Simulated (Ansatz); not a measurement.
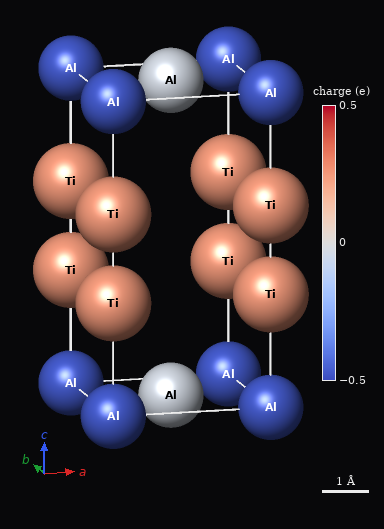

Structure drawing (spheres-only), viewed slightly off an axis. The wireframe shows the simulation cell. The atoms of this TiAl cell are coloured by their Bader charge.

The calculation used DFT PBE, scalar-relativistic, plane waves, PAW (Ansatz 0.2.0), with wavefunction cutoff 420 eV, the zone sampled with 14×14×8 points, Gaussian smearing of 0.1 eV, no spin polarisation.

Q: Interpret the colouring.

A: Most positive: Ti; most negative: Al. Charges: about Ti +0.2 e; Al -0.5 to 0.0 e.

Its origin is a random cell made by a generator, so it need not be a real form of the compound. Earlier steps of the study may have refined or changed the cell and positions. A calculation with Ansatz used it as input.
